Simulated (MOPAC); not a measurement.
## Geometry relaxation, with input and output: SiF$_{5}$ (charge −1) (part 2 of 2)

SiF$_{5}$, charge −1, SMILES F[Si-](F)(F)(F)F; PM6-D3, closed shell, dispersion D3 (MOPAC 23.2.5). The atoms were displaced at random from an optimised geometry.

Geometry of the input (Å):
```
F  -0.7228  -1.1004  1.0337
Si -0.0186  -0.0009  0.0003
F  -1.4698  0.5899  -0.4159
F  0.6349  -1.2100  -0.8571
F  0.7112  1.0906  -1.0268
F  0.8444  0.6274  1.2371
```

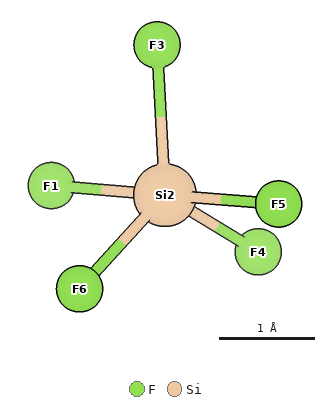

The geometry at step 14 of the log (ball-and-stick view, seen at a tilt; atoms are numbered from 1 in the order of the input).

Trajectory as extended XYZ, continued
```
6
Properties=species:S:1:pos:R:3:forces:R:3 step=3 energy=-22.43709
F    -0.7139   -1.0702    0.9997   -0.0848  -0.1192   0.1550
Si   -0.0147   -0.0004    0.0010    0.4545   0.1375  -0.1882
F    -1.4509    0.5747   -0.3951   -0.0689   0.0594  -0.0047
F     0.6286   -1.2007   -0.8418   -0.0630   0.0274   0.0134
F     0.7004    1.0737   -1.0106   -0.0953  -0.0700   0.0698
F     0.8290    0.6193    1.2180   -0.1426  -0.0351  -0.0453
6
Properties=species:S:1:pos:R:3:forces:R:3 step=4 energy=-22.43880
F    -0.7157   -1.0737    1.0087    0.0622   0.1063  -0.0724
Si   -0.0068    0.0047   -0.0006   -0.0823  -0.3010  -0.1321
F    -1.4526    0.5761   -0.3980    0.0966   0.0018   0.0566
F     0.6282   -1.2022   -0.8455   -0.0662   0.0882   0.0740
F     0.6992    1.0738   -1.0082   -0.0071   0.0515  -0.0465
F     0.8245    0.6167    1.2151   -0.0030   0.0533   0.1204
6
Properties=species:S:1:pos:R:3:forces:R:3 step=5 energy=-22.44031
F    -0.7149   -1.0708    1.0064    0.0101   0.0179   0.0011
Si   -0.0050   -0.0018   -0.0033   -0.0994   0.1280  -0.0059
F    -1.4514    0.5770   -0.3953    0.1270  -0.0343   0.0364
F     0.6268   -1.1999   -0.8427    0.0318  -0.0980  -0.0607
F     0.6983    1.0753   -1.0112   -0.0369  -0.0082   0.0106
F     0.8226    0.6169    1.2182   -0.0326  -0.0054   0.0185
6
Properties=species:S:1:pos:R:3:forces:R:3 step=6 energy=-22.44099
F    -0.7142   -1.0676    1.0051   -0.0031  -0.0183   0.0249
Si   -0.0063    0.0001   -0.0048    0.1136  -0.0050   0.0450
F    -1.4474    0.5748   -0.3925   -0.0232   0.0332  -0.0120
F     0.6270   -1.2030   -0.8452   -0.0149  -0.0160  -0.0125
F     0.6972    1.0748   -1.0118   -0.0116   0.0184  -0.0113
F     0.8204    0.6172    1.2216   -0.0608  -0.0123  -0.0341
6
Properties=species:S:1:pos:R:3:forces:R:3 step=7 energy=-22.44131
F    -0.7143   -1.0675    1.0064    0.0074  -0.0054   0.0060
Si   -0.0043   -0.0002   -0.0044    0.0287  -0.0169  -0.0035
F    -1.4467    0.5754   -0.3925    0.0120   0.0171   0.0006
F     0.6267   -1.2040   -0.8465   -0.0108  -0.0059   0.0005
F     0.6965    1.0758   -1.0127   -0.0117   0.0069  -0.0004
F     0.8183    0.6169    1.2219   -0.0255   0.0041  -0.0031
6
Properties=species:S:1:pos:R:3:forces:R:3 step=8 energy=-22.44142
F    -0.7139   -1.0669    1.0072    0.0106  -0.0048  -0.0026
Si   -0.0027   -0.0010   -0.0049   -0.0137  -0.0064  -0.0057
F    -1.4451    0.5762   -0.3919    0.0166   0.0087   0.0004
F     0.6263   -1.2053   -0.8476   -0.0035  -0.0053   0.0022
F     0.6955    1.0766   -1.0132   -0.0053   0.0002   0.0033
F     0.8158    0.6171    1.2228   -0.0047   0.0076   0.0023
6
Properties=species:S:1:pos:R:3:forces:R:3 step=9 energy=-22.44145
F    -0.7135   -1.0670    1.0074    0.0092  -0.0063  -0.0030
Si   -0.0025   -0.0015   -0.0051   -0.0133  -0.0009  -0.0016
F    -1.4442    0.5769   -0.3916    0.0088   0.0066  -0.0014
F     0.6261   -1.2061   -0.8479   -0.0025  -0.0029   0.0022
F     0.6950    1.0770   -1.0132   -0.0014  -0.0024   0.0025
F     0.8149    0.6175    1.2229   -0.0008   0.0059   0.0013
6
Properties=species:S:1:pos:R:3:forces:R:3 step=10 energy=-22.44148
F    -0.7124   -1.0681    1.0073    0.0048  -0.0061  -0.0016
Si   -0.0026   -0.0020   -0.0052   -0.0014   0.0061   0.0043
F    -1.4429    0.5784   -0.3917   -0.0052   0.0023  -0.0019
F     0.6257   -1.2072   -0.8478   -0.0024   0.0018   0.0010
F     0.6944    1.0772   -1.0127    0.0048  -0.0051  -0.0015
F     0.8138    0.6186    1.2227   -0.0006   0.0010  -0.0002
6
Properties=species:S:1:pos:R:3:forces:R:3 step=11 energy=-22.44149
F    -0.7122   -1.0686    1.0070    0.0041  -0.0044  -0.0011
Si   -0.0028   -0.0019   -0.0051    0.0005   0.0046   0.0026
F    -1.4431    0.5787   -0.3918   -0.0043   0.0014  -0.0002
F     0.6256   -1.2071   -0.8476   -0.0026   0.0022   0.0004
F     0.6945    1.0769   -1.0128    0.0047  -0.0046  -0.0021
F     0.8139    0.6188    1.2226   -0.0024   0.0007   0.0005
6
Properties=species:S:1:pos:R:3:forces:R:3 step=12 energy=-22.44151
F    -0.7111   -1.0708    1.0059    0.0011   0.0019   0.0009
Si   -0.0035   -0.0011   -0.0044    0.0038  -0.0021  -0.0040
F    -1.4434    0.5800   -0.3918   -0.0005  -0.0010   0.0063
F     0.6251   -1.2066   -0.8466   -0.0015   0.0022  -0.0023
F     0.6951    1.0755   -1.0135    0.0048  -0.0021  -0.0026
F     0.8139    0.6197    1.2227   -0.0076   0.0010   0.0017
6
Properties=species:S:1:pos:R:3:forces:R:3 step=13 energy=-22.44151
F    -0.7110   -1.0709    1.0058    0.0011   0.0013   0.0008
Si   -0.0034   -0.0011   -0.0044    0.0022  -0.0016  -0.0028
F    -1.4433    0.5801   -0.3915   -0.0012  -0.0007   0.0054
F     0.6250   -1.2067   -0.8467   -0.0009   0.0019  -0.0023
F     0.6951    1.0753   -1.0137    0.0051  -0.0020  -0.0019
F     0.8135    0.6198    1.2230   -0.0063   0.0011   0.0008
6
Properties=species:S:1:pos:R:3:forces:R:3 step=14 energy=-22.44153
F    -0.7095   -1.0722    1.0046    0.0009  -0.0016   0.0006
Si   -0.0029   -0.0007   -0.0044   -0.0079   0.0004   0.0036
F    -1.4428    0.5814   -0.3891   -0.0035   0.0009   0.0006
F     0.6243   -1.2066   -0.8474    0.0032  -0.0013  -0.0022
F     0.6964    1.0732   -1.0159    0.0060  -0.0003   0.0024
F     0.8104    0.6214    1.2246    0.0013   0.0020  -0.0049
6
Properties=species:S:1:pos:R:3:forces:R:3 step=15 energy=-22.44154
F    -0.7094   -1.0726    1.0045    0.0006  -0.0004   0.0010
Si   -0.0032   -0.0006   -0.0043   -0.0047  -0.0009   0.0013
F    -1.4430    0.5816   -0.3891   -0.0028   0.0004   0.0013
F     0.6243   -1.2065   -0.8473    0.0021  -0.0007  -0.0020
F     0.6967    1.0729   -1.0158    0.0049   0.0000   0.0018
F     0.8104    0.6217    1.2244   -0.0001   0.0016  -0.0034
6
Properties=species:S:1:pos:R:3:forces:R:3 step=16 energy=-22.44155
F    -0.7088   -1.0738    1.0042    0.0013   0.0016   0.0007
Si   -0.0039   -0.0005   -0.0042    0.0021  -0.0015  -0.0018
F    -1.4435    0.5823   -0.3883    0.0000  -0.0008   0.0007
F     0.6244   -1.2061   -0.8475   -0.0019   0.0000  -0.0004
F     0.6981    1.0718   -1.0156    0.0010   0.0010  -0.0001
F     0.8099    0.6228    1.2238   -0.0024  -0.0003   0.0010
6
Properties=species:S:1:pos:R:3:forces:R:3 step=17 energy=-22.44155
F    -0.7087   -1.0737    1.0042    0.0013   0.0009   0.0005
Si   -0.0038   -0.0005   -0.0043    0.0005  -0.0006  -0.0007
F    -1.4434    0.5823   -0.3881   -0.0005  -0.0007  -0.0002
F     0.6243   -1.2062   -0.8477   -0.0015  -0.0001  -0.0002
F     0.6981    1.0718   -1.0157    0.0012   0.0008   0.0004
F     0.8096    0.6228    1.2239   -0.0010  -0.0002   0.0003
6
Properties=species:S:1:pos:R:3:forces:R:3 step=18 energy=-22.44155
F    -0.7087   -1.0735    1.0043    0.0014   0.0002   0.0002
Si   -0.0037   -0.0006   -0.0044   -0.0006   0.0002   0.0001
F    -1.4434    0.5823   -0.3881   -0.0004  -0.0007  -0.0009
F     0.6243   -1.2063   -0.8478   -0.0014  -0.0001   0.0001
F     0.6982    1.0718   -1.0157    0.0011   0.0006   0.0005
F     0.8094    0.6228    1.2240   -0.0001  -0.0002   0.0001
6
Properties=species:S:1:pos:R:3:forces:R:3 step=19 energy=-22.44155
F    -0.7086   -1.0734    1.0045    0.0014  -0.0002   0.0000
Si   -0.0037   -0.0006   -0.0044   -0.0009   0.0007   0.0005
F    -1.4434    0.5822   -0.3881   -0.0003  -0.0007  -0.0012
F     0.6242   -1.2063   -0.8480   -0.0015  -0.0001   0.0002
F     0.6983    1.0719   -1.0156    0.0009   0.0004   0.0004
F     0.8093    0.6228    1.2240    0.0003  -0.0001   0.0001
6
Properties=species:S:1:pos:R:3:forces:R:3 step=20 energy=-22.44155
F    -0.7080   -1.0732    1.0050    0.0008  -0.0010  -0.0005
Si   -0.0038   -0.0007   -0.0047   -0.0011   0.0015   0.0014
F    -1.4436    0.5819   -0.3883    0.0004  -0.0008  -0.0018
F     0.6237   -1.2064   -0.8485   -0.0015   0.0002   0.0004
F     0.6990    1.0720   -1.0151    0.0001  -0.0001   0.0003
F     0.8089    0.6229    1.2240    0.0014   0.0002   0.0002
6
Properties=species:S:1:pos:R:3:forces:R:3 step=21 energy=-22.44155
F    -0.7077   -1.0732    1.0052    0.0003  -0.0010  -0.0005
Si   -0.0039   -0.0007   -0.0047   -0.0007   0.0011   0.0012
F    -1.4436    0.5818   -0.3886    0.0006  -0.0007  -0.0013
F     0.6234   -1.2064   -0.8486   -0.0012   0.0003   0.0002
F     0.6992    1.0721   -1.0149   -0.0001  -0.0002   0.0002
F     0.8088    0.6229    1.2240    0.0012   0.0005   0.0001
6
Properties=species:S:1:pos:R:3:forces:R:3 step=22 energy=-22.44155
F    -0.7071   -1.0733    1.0055   -0.0010  -0.0001   0.0001
Si   -0.0041   -0.0005   -0.0046    0.0008  -0.0007  -0.0003
F    -1.4438    0.5815   -0.3893    0.0006  -0.0004   0.0006
F     0.6227   -1.2063   -0.8487   -0.0002   0.0003  -0.0004
F     0.6995    1.0722   -1.0145    0.0000   0.0000   0.0000
F     0.8090    0.6230    1.2240   -0.0002   0.0008  -0.0001
6
Properties=species:S:1:pos:R:3:forces:R:3 step=23 energy=-22.44155
F    -0.7073   -1.0733    1.0054   -0.0005  -0.0002  -0.0001
Si   -0.0040   -0.0006   -0.0046    0.0004  -0.0002   0.0000
F    -1.4437    0.5816   -0.3891    0.0004  -0.0004   0.0001
F     0.6229   -1.2063   -0.8487   -0.0004   0.0002  -0.0002
F     0.6994    1.0721   -1.0146    0.0000   0.0000   0.0001
F     0.8089    0.6230    1.2240    0.0001   0.0005   0.0000
6
Properties=species:S:1:pos:R:3:forces:R:3 step=24 energy=-22.44155
F    -0.7074   -1.0733    1.0053   -0.0002  -0.0002   0.0000
Si   -0.0040   -0.0006   -0.0046    0.0001   0.0000   0.0000
F    -1.4437    0.5816   -0.3890    0.0002  -0.0003   0.0000
F     0.6229   -1.2063   -0.8487   -0.0003   0.0001  -0.0001
F     0.6994    1.0721   -1.0147    0.0001   0.0000   0.0001
F     0.8090    0.6230    1.2240    0.0001   0.0003   0.0000
```

Results in brief

```json
{"quantity": "outcome", "value": "converged"}
{"quantity": "total energy", "value": "−89.683631 hartree"}
{"quantity": "dispersion energy", "value": "−0.001389 hartree"}
{"quantity": "heat of formation", "value": "−517.51 kcal/mol"}
{"quantity": "basis functions", "value": "29"}
{"quantity": "largest force", "value": "0.000 eV/Å"}
{"quantity": "HOMO", "value": "−8.18 eV"}
{"quantity": "LUMO", "value": "5.96 eV"}
{"quantity": "hardware", "value": "1 thread of Arm Neoverse V1, 24 GiB of memory available, shared host"}
{"quantity": "peak memory", "value": "0.085 GiB"}
```

Remarks

MOPAC's energies along a path are heats of formation.
